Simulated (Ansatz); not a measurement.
# [NO2]+ (SMILES O=[N+]=O) at CCSD(T)/def2-TZVPPD

Aim: the energy change on altering one bond length of [NO2]+ at CCSD(T)/def2-TZVPPD, from 2 runs. 

The results are computed with Ansatz 0.2.0.

5 further runs of the same task are left out: 5 that didn't finish.

## Step 1: The structure to begin with

The species is [NO2]+ (3 atoms), meant as a singlet with charge +1. As SMILES, `O=[N+]=O`. The shape is that of a PBE0-D4/def2-TZVP optimisation.

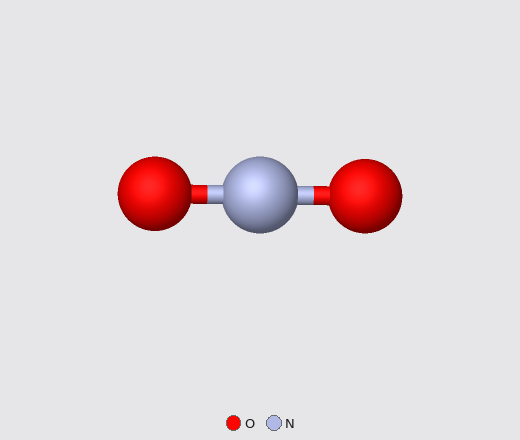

Viewed from a chosen angle; oxygen red, nitrogen light blue.

## Step 2: The energy at CCSD(T)/def2-TZVPPD

molecule.yaml

```yaml
crystal:
  periodic: [false, false, false]
  atoms:
    - {symbol: O, position_ang: [-0.572980, 0.927020, -0.209580]}
    - {symbol: N, position_ang: [-0.000010, -0.000010, -0.000000]}
    - {symbol: O, position_ang: [0.572990, -0.927010, 0.209580]}
basis:
  gaussian:
    orbitals: def2-TZVPPD.json
total_charge: 1
correlation:
  method: ccsd_t
  frozen_orbitals: {"N": 1, O: 1}
accuracy: high
scf:
  omitted_lower_state_checks: [cluster_reference, increment]
```

The basis set def2-TZVPPD is read from a file made from the Basis Set Exchange's data (not shown).

Run with:

```console
$ ansatz run molecule.yaml --threads 1 --pin off --max-ram 3480MiB --events-out events.jsonl --progress --plain --runs-dir runs
```

What it wrote:

```text
Warning: RAYON_NUM_THREADS=1 ignored (pool sized by the plan → 1); use --threads N
Functional definition: HF
  name "HF"
  exchange = exact_x
  correlation = 0
these checks for a lower state are left out or cut short: cluster_reference, increment
1640 factors; integrals over basis functions are off by at most 3.6e-9 eV
mean field evaluation 1: about -5542.7576 eV, gradient 4.0e1 eV
mean field evaluation 2: about -5542.7616 eV, gradient 4.0e1 eV
mean field evaluation 4: about -5545.0571 eV, gradient 2.5e0 eV
mean field evaluation 8: about -5545.0712 eV, gradient 1.6e-5 eV
mean field -5545.07121140 eV, -203.7776084346 hartree, gradient 5.1e-8 eV, S^2 0.000000; 0 other end points of the search recorded, 0 dependent functions left out
3 core orbitals not correlated: weight in the atoms' cores, before any rotation towards them, 1.000 or more for the frozen orbitals, at most 0.000 for the correlated occupied ones
reference -5545.07121140 eV, -203.7776084346 hartree; 8, 8 occupied and 106, 106 virtual orbitals, 1640 factors
second order -18.60621917 eV of doubles, -0.00000000 eV of singles
cycle   1  -16.69762750 eV  change     1.9e0 eV  update   1.6e-1
cycle   2  -17.59603104 eV  change   -9.0e-1 eV  update   7.4e-2
cycle   3  -17.74852710 eV  change   -1.5e-1 eV  update   1.7e-2
cycle   4  -17.72360096 eV  change    2.5e-2 eV  update   4.3e-3
cycle   5  -17.72625666 eV  change   -2.7e-3 eV  update   1.3e-3
cycle   6  -17.72577658 eV  change    4.8e-4 eV  update   3.0e-4
cycle   7  -17.72542045 eV  change    3.6e-4 eV  update   1.0e-4
cycle   8  -17.72547107 eV  change   -5.1e-5 eV  update   3.4e-5
cycle   9  -17.72547692 eV  change   -5.9e-6 eV  update   6.4e-6
cycle  10  -17.72546756 eV  change    9.4e-6 eV  update   1.8e-6
cycle  11  -17.72546859 eV  change   -1.0e-6 eV  update   5.7e-7
cycle  12  -17.72546924 eV  change   -6.5e-7 eV  update   1.9e-7
cycle  13  -17.72546916 eV  change    8.4e-8 eV  update   8.1e-8
cycle  14  -17.72546923 eV  change   -7.6e-8 eV  update   3.9e-8
cycle  15  -17.72546804 eV  change    1.2e-6 eV  update   1.5e-7
cycle  16  -17.72546842 eV  change   -3.8e-7 eV  update   5.3e-8
cycle  17  -17.72546825 eV  change    1.7e-7 eV  update   2.6e-8
cycle  18  -17.72546823 eV  change    1.8e-8 eV  update   6.4e-9
cycle  19  -17.72546823 eV  change   -3.0e-9 eV  update   1.7e-9
cycle  20  -17.72546823 eV  change    1.4e-9 eV  update  6.3e-10
perturbative correction -1.05394015 eV, -0.0387315862 hartree
Total energy: -5563.85061978 eV, -204.4677389635 hartree
Checks for a lower state left out: cluster_reference, increment
```

It took 11 s on 1 thread of Arm Neoverse V2, shared host; peak memory 0.76 GiB.

## Step 3: The distorted shape

job.yaml

```yaml
crystal:
  periodic: [false, false, false]
  atoms:
    - {symbol: O, position_ang: [-0.859484, 1.390565, -0.314377]}
    - {symbol: N, position_ang: [-0.000010, -0.000010, -0.000000]}
    - {symbol: O, position_ang: [0.572990, -0.927010, 0.209580]}
basis:
  gaussian: {orbitals: def2-TZVPPD.json}
total_charge: 1
correlation: {method: ccsd_t, frozen_orbitals: {"N": 1, O: 1}}
accuracy: high
scf: {omitted_lower_state_checks: [cluster_reference, increment]}
```

The basis set def2-TZVPPD is read from a file made from the Basis Set Exchange's data (not shown).

Run with:

```console
$ ansatz run job.yaml --threads 1 --pin off --max-ram 3480MiB --events-out events.jsonl --progress --plain --runs-dir runs
```

What it wrote:

```text
Warning: RAYON_NUM_THREADS=1 ignored (pool sized by the plan → 1); use --threads N
[... 13 lines left out ...]
3 core orbitals not correlated: weight in the atoms' cores, before any rotation towards them, 1.000 or more for the frozen orbitals, at most 0.000 for the correlated occupied ones
[... 37 lines left out ...]
Total energy: -5559.64923636 eV, -204.3133409705 hartree
Checks for a lower state left out: cluster_reference, increment
```

Run time: 15 s. Hardware: 1 thread of Arm Neoverse V2, shared host; peak memory 0.76 GiB.

## Step 4: Summary of results

At CCSD(T)/def2-TZVPPD, 3 core orbitals frozen:

| quantity | value |
| --- | --- |
| first shape: total energy | -204.46774 Eh |
| first shape: correlation energy (3 core orbitals frozen) | -690.1 mEh |
| first shape: (T) correction | -38.73 mEh |
| first shape: T1 diagnostic | 0.020 |
| distorted shape: total energy | -204.31334 Eh |
| distorted shape: correlation energy (3 core orbitals frozen) | -683.0 mEh |
| distorted shape: (T) correction | -42.00 mEh |
| distorted shape: T1 diagnostic | 0.050 |
| energy change with the O1–N2 bond stretched from 1.110 to 1.665 Å | 4.201 eV |

In words: With the O1–N2 bond stretched from 1.110 to 1.665 Å the energy rises by 4.20 eV (405 kJ/mol). The first shape isn't relaxed at this level, so the change isn't measured from a minimum. The T1 diagnostic (first shape) of 0.020 is above the customary mark for such species, so a single reference may not serve. The triples (first shape) make up 5.6 % of the correlation energy. The T1 diagnostic (distorted shape) of 0.050 is above the customary mark for such species, so a single reference may not serve. The restricted solution (distorted shape) is unstable to spin breaking: an unrestricted one lies lower. The triples (distorted shape) make up 6.1 % of the correlation energy.
